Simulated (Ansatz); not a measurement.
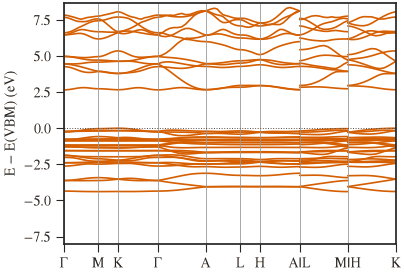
Figure. Band structure from the program Ansatz at the PBE level (PAW)

Problem. Read off the gap and where the band edges lie.

Solution. About 2.7 eV (2.66 eV by a search for the band edges); maximum at K, minimum at Γ.

The material is CuI in space group P3_221 (No. 154; Cu on 3a, I on 3b).

The cell is a constructed one: a structure type filled with these elements; neither database checked (COD, Materials Project) lists it. It is not the phase usual at ambient conditions (space group No. 216). The cell was relaxed with PBE under the symmetry of its start; its stability against distortions is not shown here. No spin polarisation was allowed. Spin–orbit coupling is left out wherever it is not named.

Potentials: the later of the program's two PAW sets.
